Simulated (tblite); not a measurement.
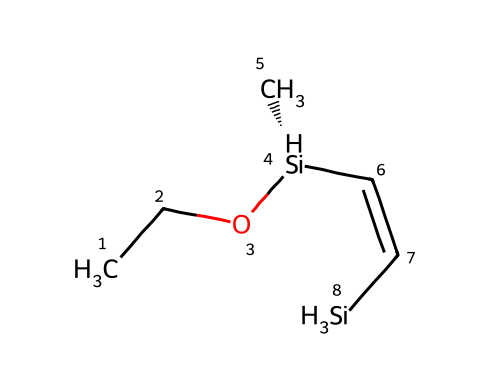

Skeletal drawing with numbered atoms; wedges and dashes mark any stereocentres. The configuration is that of a computed structure (GFN2-xTB).

Question: Assign CIP descriptors.

Answer: Si4: R; C6=C7: Z.

Question: Give a SMILES with the stereochemistry.

Answer: CCO[Si@H](C)/C=C\[SiH3]
